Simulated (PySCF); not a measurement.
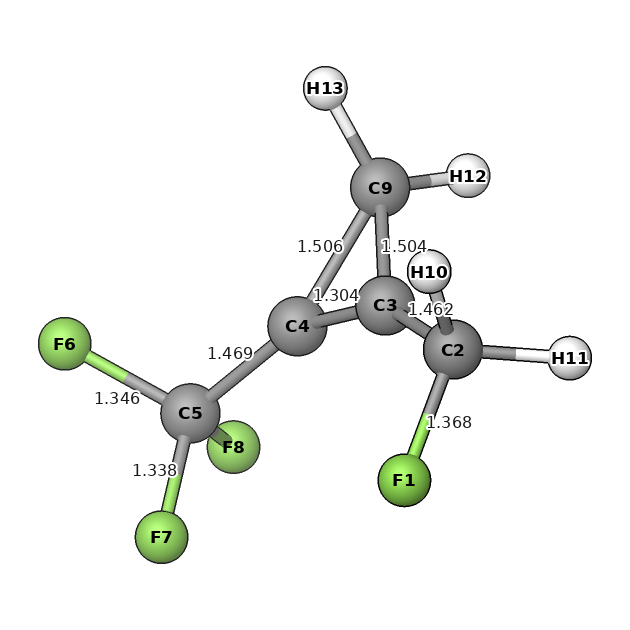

Bond lengths are marked in Å; every bond is drawn as one stick. The computed structure is the end point of a GFN2-xTB optimisation. No frequency run is at hand to confirm it as a minimum.

Which of the marked bonds are single, double, triple or aromatic?

Answer. F1–C2 single; C2–C3 single; C3–C4 double; C3–C9 single; C4–C5 single; C4–C9 single; C5–F6 single; C5–F7 single.

Write the SMILES.

Answer. FCC1=C(C(F)(F)F)C1
